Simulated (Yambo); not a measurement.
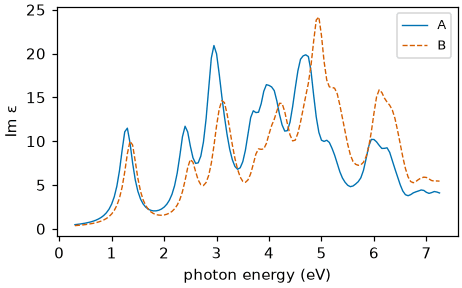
Figure: Two computed absorption spectra of InP (zinc blende, space group F-43m, No. 216) (Yambo, PBE bands with the same scissor, field along x)

Q: Which curve includes the electron-hole attraction (BSE)?

A: Curve A: the attraction moves weight to lower energy (centre of the plotted range 4.1 eV against 4.5 eV). Settings: 8×8×8 mesh, 3 valence and 4 conduction bands, static screening with 28 bands and a 4 Ry block, scissor 0.71 eV, Tamm-Dancoff. The scissor comes from a G0W0 run whose convergence isn't established. Broadening 0.15 eV. The band window holds all transitions up to 8.9 eV. On this mesh the peak heights and the fine structure are mesh artefacts; only the shift of weight is robust.

Bands and orbitals come from the standard potentials; the scissor and the G0W0 gaps come from a run at the same geometry on the stringent ones, which hold whole semicore shells in the valence.

Spin-orbit coupling is not included.

Geometry relaxed with PBEsol; primitive cell a = b = c = 4.159 Å, α = β = γ = 60.00°.
